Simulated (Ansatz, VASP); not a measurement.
# GaP: VASP beside Ansatz, part 2 of 2

One calculation is typed for both programs; each brings its own data sets and cutoff. How far apart do they land?  The cell comes out of the VASP series on this material, whose earlier steps may have relaxed, scaled or displaced it; both programs get it as it stands.

VASP 6.6.1 and Ansatz 0.2.0.

So far. Step 2 (VASP: band structure, r2SCAN with rVV10): The run ends at a pressure of 0.11 GPa.

### 4. Side by side

Known differences besides the PAW data sets themselves: VASP keeps PBE cores, Ansatz makes them for the functional; the cutoff is 500 eV in Ansatz and 400 eV in VASP. Total energies have different zeros and are not compared.

The two programs side by side:

```tsv
quantity	Ansatz	VASP	difference
pressure (GPa)	0.34	0.11	+0.23
gap over the path points (eV)	1.777	1.782	-0.006
```

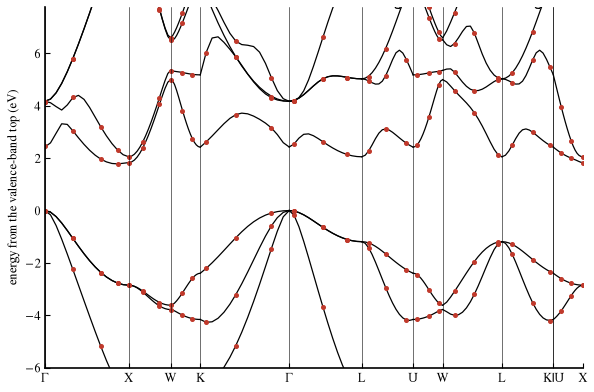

Bands from VASP (lines) and levels from Ansatz (dots). Dots without a line are higher empty bands that the VASP plot leaves out.

Levels at points of the path, from each program's valence-band top (eV; 3 filled, then empty):

```tsv
k (reciprocal lattice)	Ansatz	VASP
0.000 0.000 0.000	0.00 0.00 0.00 2.45 4.16 4.16	0.00 0.00 0.00 2.43 4.17 4.17
0.167 0.000 0.167	-2.25 -1.07 -1.07 3.03 4.32 5.79	-2.25 -1.06 -1.06 3.05 4.31 5.81
0.333 0.000 0.333	-5.19 -2.37 -2.37 1.96 3.19 8.77	-5.19 -2.36 -2.36 1.96 3.20 8.80
0.433 0.000 0.433	-6.63 -2.78 -2.78 1.78 2.31 10.65	-6.63 -2.77 -2.77 1.78 2.31 10.70
0.500 0.000 0.500	-7.03 -2.85 -2.85 1.83 2.04 11.40	-7.02 -2.85 -2.85 1.83 2.05 11.44
0.500 0.083 0.583	-6.97 -3.12 -3.08 2.38 2.61 10.09	-6.97 -3.11 -3.07 2.39 2.62 10.12
0.500 0.183 0.683	-6.84 -3.65 -3.51 4.05 4.30 7.67	-6.84 -3.64 -3.51 4.06 4.32 7.69
0.500 0.250 0.750	-6.80 -3.79 -3.62 4.99 5.34 6.50	-6.80 -3.78 -3.62 5.00 5.35 6.52
0.450 0.300 0.750	-6.79 -4.00 -3.15 3.81 5.26 7.17	-6.79 -3.99 -3.14 3.82 5.27 7.19
0.408 0.342 0.750	-6.80 -4.13 -2.60 2.74 5.19 8.16	-6.80 -4.13 -2.59 2.75 5.20 8.19
```

Among the levels compared (up to four filled and three empty ones at each point), filled levels agree within 7 meV and empty ones within 42 meV.

### 5. Ansatz: single point, r2SCAN with rVV10

A single point gives forces, pressure and levels at one fixed geometry, so differences don't come from the geometry; what else differs is listed under the comparison. The cell compared in this pair holds 37.61 Å³, against 40.01 Å³ for the pair before.

The cell is a member of a volume series, scaled by 0.94 from a relaxed one, so a pressure remains.

Input file input.yaml:

```yaml
crystal:
  lattice:
    - [0.0, 2.6592770742, 2.6592770742]
    - [2.6592770742, 0.0, 2.6592770742]
    - [2.6592770742, 2.6592770742, 0.0]
  atoms:
    - { symbol: Ga, position: [0.0, 0.0, 0.0] }
    - { symbol: P, position: [0.25, 0.25, 0.25] }
hamiltonian:
  xc: r2scan
  pseudopotentials: { kind: paw }
  dispersion: rvv10
kpoints:
  mp_grid: { grid: [7, 7, 7] }
scf:
  occupations: { method: gaussian, width: 0.05 }
  n_extra_bands: 4
output:
  forces: true
  stress: true
  eigenvalues: true
```

The run is started by

```sh
> ansatz run input.yaml --threads 2 --pin off --max-ram 4608MiB --backend cpu --events-out ev --progress --plain --runs-dir out
```

Numbers of over 12 decimals in the logs are rounded to 6 here.

What it wrote:

```text
[...]
Crystal: 2 atoms, lattice volume = 37.612 Å³
Basis set: ecut = 500 eV, 941 PW (Γ), exchange–correlation on 128×128×128 points (64 copies of the dense FFT grid, shifted against one another)
Bands: 13, of which v1, the nominal top of the filled ones, is band 9 counted from 1 (8 counted from 0)
Symmetry: 24 space group operations
[...]
--- Band table (eV; the first three rows and the last of 20) ---
  k-point 0: bands = [... 5 lower, -5.7702, 7.8667, 7.8667, 7.8667, 10.8678, 11.9917, 11.9917, 11.9917]
  k-point 1: bands = [... 5 lower, -5.4607, 5.8437, 7.5283, 7.5283, 11.0801, 12.4915, 12.4915, 13.2435]
  k-point 2: bands = [... 5 lower, -4.6123, 3.0228, 6.9661, 6.9661, 10.5170, 12.9946, 12.9946, 15.7454]
  k-point 19: bands = [... 5 lower, -2.3027, 0.8378, 3.4122, 4.6433, 11.7214, 13.7745, 14.8157, 15.5240]
[key lines of the parts left out:]
SCF converged after 7 iterations
Free energy (F): -4548.745148 eV
Fermi energy:    8.695682 eV
P = ⅓ Tr σ = 6.8298 GPa (68.298 kbar)
```

The job ended after 5.3 s (2 threads of Arm Neoverse N1, shared host; peak memory 0.42 GiB).

The run ends at a pressure of 6.83 GPa.

### 6. VASP: single point, r2SCAN with rVV10

The same cell, functional, mesh and smearing now go to VASP, with its own data sets and cutoff.

Input file INCAR:

```
SYSTEM = GaP
PREC = Accurate
ENCUT = 400
EDIFF = 1E-06
NELM = 100
ISMEAR = 0
SIGMA = 0.05
LREAL = .FALSE.
ALGO = Normal
METAGGA = R2SCAN
LUSE_VDW = .TRUE.
IVDW_NL = 2
BPARAM = 11.95
CPARAM = 0.0093
LASPH = .TRUE.
NBANDS = 15
LORBIT = 11
LWAVE = .FALSE.
LCHARG = .FALSE.
KPAR = 2
ISIF = 2
```

Input file POSCAR:

```
GaP
1.0
    0.0000000000      2.6592770742      2.6592770742
    2.6592770742      0.0000000000      2.6592770742
    2.6592770742      2.6592770742      0.0000000000
Ga P
1 1
Direct
    0.0000000000      0.0000000000      0.0000000000
    0.2500000000      0.2500000000      0.2500000000
```

Input file KPOINTS:

```
Automatic mesh
0
Gamma
7 7 7
0 0 0
```

The projector-augmented-wave data sets are Ga_d and P (PBE family, release 64).

The run is started by

```sh
> mpirun -np 2 vasp_std
```

What it wrote:

```text
[banner, memory and clock lines left out]
running    2 mpi-ranks, on    1 nodes
[...]
[... a notice as in an earlier step ...]

 [... a notice as in an earlier step ...]

 LDA part: xc-table for (None), standard interpolation
 POSCAR, INCAR and KPOINTS ok, starting setup
[...]
entering main loop
       N       E                     dE             d eps       ncg     rms          rms(c)
Total rVV10 correction in eV:      0.4763869    20.1367708
Total rVV10 correction in eV:      0.4763869    20.1367708
DAV:   1     0.616657142603E+02    0.61666E+02   -0.81832E+03   600   0.156E+03
DAV:   2    -0.174888416765E+02   -0.79155E+02   -0.75669E+02   670   0.298E+02
DAV:   3    -0.230830903052E+02   -0.55942E+01   -0.55767E+01   768   0.653E+01
DAV:   4    -0.231627421266E+02   -0.79652E-01   -0.79639E-01   692   0.867E+00
DAV:   5    -0.231643035599E+02   -0.15614E-02   -0.15613E-02   804   0.106E+00    0.527E+00
Total rVV10 correction in eV:      0.4833691    20.1367692
Total rVV10 correction in eV:      0.4833691    20.1367692
[...]
Total rVV10 correction in eV:      0.4997251    20.1367692
Total rVV10 correction in eV:      0.4997251    20.1367692
DAV:   9    -0.208935341613E+02    0.96309E-04   -0.24034E-03   677   0.483E-01    0.801E-02
Total rVV10 correction in eV:      0.4996271    20.1367692
Total rVV10 correction in eV:      0.4996271    20.1367692
DAV:  10    -0.208935218136E+02    0.12348E-04   -0.15732E-04   726   0.934E-02    0.324E-02
Total rVV10 correction in eV:      0.4998678    20.1367692
Total rVV10 correction in eV:      0.4998678    20.1367692
DAV:  11    -0.208935196623E+02    0.21513E-05   -0.12171E-05   808   0.361E-02    0.522E-03
Total rVV10 correction in eV:      0.4999175    20.1367692
Total rVV10 correction in eV:      0.4999175    20.1367692
DAV:  12    -0.208935168202E+02    0.28421E-05   -0.16515E-06   595   0.111E-02    0.231E-03
Total rVV10 correction in eV:      0.4999225    20.1367692
Total rVV10 correction in eV:      0.4999225    20.1367692
DAV:  13    -0.208935172994E+02   -0.47920E-06   -0.24683E-07   384   0.797E-03
Total rVV10 correction in eV:      0.4999187    20.1367692
Total rVV10 correction in eV:      0.4999187    20.1367692
Total rVV10 correction in eV:      0.4999215    20.1367692
Total rVV10 correction in eV:      0.4999215    20.1367692
   1 F= -.20893517E+02 E0= -.20893517E+02  d E =-.475531E-12
```

From OUTCAR (step 6):

```text
  Total        1.5346709      1.5346709      1.5346709      0.0000000     -0.0000000     -0.0000000
  in kB       65.3740046     65.3740046     65.3740046      0.0000000     -0.0000000     -0.0000000
  external PRESSURE =      65.3740046 kB  Pullay stress =       0.0000000 kB

 POSITION                                       TOTAL-FORCE (eV/Angst)
 -----------------------------------------------------------------------------------
      0.00000      0.00000      0.00000        -0.000000     -0.000000     -0.000000
      1.32964      1.32964      1.32964         0.000000      0.000000      0.000000
 -----------------------------------------------------------------------------------
    total drift:                                0.000009      0.000009      0.000009

  FREE ENERGIE OF THE ION-ELECTRON SYSTEM (eV)
  ---------------------------------------------------
  free  energy   TOTEN  =       -20.8935172994 eV

  energy  without entropy=      -20.8935172994  energy(sigma->0) =      -20.89351730

[... 3 further parts left out ...]
[key lines of the parts left out:]
E-fermi :   5.4689
```

The run ends at a pressure of 6.54 GPa.

### 7. Differences

Compared:

```tsv
quantity	Ansatz	VASP	difference
pressure (GPa)	6.83	6.54	+0.29
gap on the k mesh (eV)	1.659	1.664	-0.005
```

### 8. VASP: single point, r2SCAN with rVV10

A single point gives forces, pressure and levels at one fixed geometry, so differences don't come from the geometry; what else differs is listed under the comparison. The cell compared in this pair holds 41.61 Å³, against 37.61 Å³ for the pair before.

INCAR is that of step 6.

Input file POSCAR:

```
GaP
1.0
    0.0000000000      2.7504183156      2.7504183156
    2.7504183156      0.0000000000      2.7504183156
    2.7504183156      2.7504183156      0.0000000000
Ga P
1 1
Direct
    0.0000000000      0.0000000000      0.0000000000
    0.2500000000      0.2500000000      0.2500000000
```

KPOINTS is that of step 6.

The run is started by

```sh
> mpirun -np 2 vasp_std
```

What it wrote:

```text
[... set-up lines as in an earlier step ...]
 entering main loop
       N       E                     dE             d eps       ncg     rms          rms(c)
Total rVV10 correction in eV:      0.4957797    20.1367708
Total rVV10 correction in eV:      0.4957797    20.1367708
DAV:   1     0.610669211106E+02    0.61067E+02   -0.82698E+03   616   0.157E+03
DAV:   2    -0.178011959599E+02   -0.78868E+02   -0.75137E+02   691   0.290E+02
DAV:   3    -0.231356520693E+02   -0.53345E+01   -0.53162E+01   705   0.652E+01
DAV:   4    -0.232170896844E+02   -0.81438E-01   -0.81414E-01   747   0.870E+00
DAV:   5    -0.232189117248E+02   -0.18220E-02   -0.18220E-02   741   0.115E+00    0.468E+00
Total rVV10 correction in eV:      0.5025207    20.1367718
Total rVV10 correction in eV:      0.5025207    20.1367718
DAV:   6    -0.209337976408E+02    0.22851E+01   -0.60298E-01   763   0.152E+01    0.300E+00
Total rVV10 correction in eV:      0.5127569    20.1367718
Total rVV10 correction in eV:      0.5127569    20.1367718
DAV:   7    -0.209256492403E+02    0.81484E-02   -0.20400E-01   726   0.378E+00    0.158E+00
[...]
Total rVV10 correction in eV:      0.5187045    20.1367718
Total rVV10 correction in eV:      0.5187045    20.1367718
DAV:   9    -0.209296678244E+02   -0.16560E-03   -0.18442E-03   740   0.435E-01    0.739E-02
Total rVV10 correction in eV:      0.5186400    20.1367718
Total rVV10 correction in eV:      0.5186400    20.1367718
DAV:  10    -0.209296535050E+02    0.14319E-04   -0.13238E-04   705   0.920E-02    0.396E-02
Total rVV10 correction in eV:      0.5189164    20.1367718
Total rVV10 correction in eV:      0.5189164    20.1367718
DAV:  11    -0.209296457928E+02    0.77122E-05   -0.15565E-05   769   0.404E-02    0.517E-03
Total rVV10 correction in eV:      0.5189582    20.1367718
Total rVV10 correction in eV:      0.5189582    20.1367718
DAV:  12    -0.209296434085E+02    0.23842E-05   -0.13686E-06   562   0.104E-02    0.284E-03
Total rVV10 correction in eV:      0.5189612    20.1367718
Total rVV10 correction in eV:      0.5189612    20.1367718
DAV:  13    -0.209296436826E+02   -0.27405E-06   -0.26314E-07   398   0.696E-03
Total rVV10 correction in eV:      0.5189587    20.1367718
Total rVV10 correction in eV:      0.5189587    20.1367718
Total rVV10 correction in eV:      0.5189621    20.1367718
Total rVV10 correction in eV:      0.5189621    20.1367718
   1 F= -.20929644E+02 E0= -.20929644E+02  d E =-.121567E-12
```

Parts of OUTCAR (step 8):

```text
  Total       -0.8378872     -0.8378872     -0.8378872      0.0000000      0.0000000      0.0000000
  in kB      -32.2604122    -32.2604122    -32.2604122      0.0000000      0.0000000      0.0000000
  external PRESSURE =     -32.2604122 kB  Pullay stress =       0.0000000 kB

 POSITION                                       TOTAL-FORCE (eV/Angst)
 -----------------------------------------------------------------------------------
      0.00000      0.00000      0.00000         0.000000      0.000000      0.000000
      1.37521      1.37521      1.37521        -0.000000     -0.000000     -0.000000
 -----------------------------------------------------------------------------------
    total drift:                               -0.000005     -0.000005     -0.000005

  FREE ENERGIE OF THE ION-ELECTRON SYSTEM (eV)
  ---------------------------------------------------
  free  energy   TOTEN  =       -20.9296436826 eV

  energy  without entropy=      -20.9296436826  energy(sigma->0) =      -20.92964368

[... 1 part as in an earlier step ...]

[... 2 further parts left out ...]
[key lines of the parts left out:]
E-fermi :   4.4079
```

The run ends at a pressure of -3.23 GPa.

### 9. Ansatz: single point, r2SCAN with rVV10

The same cell, functional, mesh and smearing now go to Ansatz, which takes its cutoff from its data sets.

The cell is a member of a volume series, scaled by 1.04 from a relaxed one, so a pressure remains.

input.yaml, the sections that differ from step 5:

```yaml
crystal:
  lattice:
    - [0.0, 2.7504183156, 2.7504183156]
    - [2.7504183156, 0.0, 2.7504183156]
    - [2.7504183156, 2.7504183156, 0.0]
  atoms:
    - { symbol: Ga, position: [0.0, 0.0, 0.0] }
    - { symbol: P, position: [0.25, 0.25, 0.25] }
# hamiltonian, kpoints, scf, output: as in step 5
```

The run is started by

```sh
> ansatz run input.yaml --threads 2 --pin off --max-ram 4608MiB --backend cpu --events-out ev --progress --plain --runs-dir out
```

What it wrote:

```text
[...]
Crystal: 2 atoms, lattice volume = 41.613 Å³
Basis set: ecut = 500 eV, 1067 PW (Γ), exchange–correlation on 128×128×128 points (64 copies of the dense FFT grid, shifted against one another)
Bands: 13, of which v1, the nominal top of the filled ones, is band 9 counted from 1 (8 counted from 0)
Symmetry: 24 space group operations
[...]
--- Band table (eV; the first three rows and the last of 20) ---
  k-point 0: bands = [... 5 lower, -6.2780, 6.5480, 6.5480, 6.5480, 8.6500, 10.7129, 10.7129, 10.7129]
  k-point 1: bands = [... 5 lower, -6.0099, 4.5956, 6.2594, 6.2594, 9.2633, 11.1545, 11.1545, 11.5407]
  k-point 2: bands = [... 5 lower, -5.2708, 2.0248, 5.7655, 5.7655, 8.8473, 11.6473, 11.6473, 13.8344]
  k-point 19: bands = [... 5 lower, -3.3234, -0.0148, 2.6488, 3.7373, 10.3570, 12.1719, 13.2570, 13.9776]
[key lines of the parts left out:]
SCF converged after 6 iterations
Free energy (F): -4548.782648 eV
Fermi energy:    7.467366 eV
P = ⅓ Tr σ = -2.9605 GPa (-29.605 kbar)
```

Wall time 4.9 s (2 threads); peak memory 0.43 GiB.

Between step 7 and this run (cell volume +10.6 %) the value for the gap on the k-mesh moves from 1.66 eV to 1.84 eV.

### 10. Comparison

Both answers:

```tsv
quantity	Ansatz	VASP	difference
pressure (GPa)	-2.96	-3.23	+0.27
gap on the k mesh (eV)	1.840	1.846	-0.006
```

### 11. Summary of results

* difference in gap over the path points (band structure, r2SCAN with rVV10): -0.0055 eV
* difference in gap on the k mesh (single point, r2SCAN with rVV10, volume scaled by 0.94): -0.0046 eV
* difference in gap on the k mesh (single point, r2SCAN with rVV10, volume scaled by 1.04): -0.0063 eV

What this shows: The difference in gap on the k mesh is -0.0063 eV (single point, r2SCAN with rVV10), within the 0.08 eV picked in this series as the mark of a large difference. 6 further runs on this material are not shown. Differences of this kind measure data sets and numerical settings, not the functional's error against experiment.

[Lines on the potential files, build, host, timing and source positions are cut from VASP's logs without a mark.]

[Logs are printed without paths, hosts, clocks, repeated set-up lines and the standing remarks that a program may print on its own settings, such as how far it seeks lower states.]

[Hosts, paths, dates, database ids (printed as entryN), source tags and the programs' standing remarks are cut or masked in the printed files.]
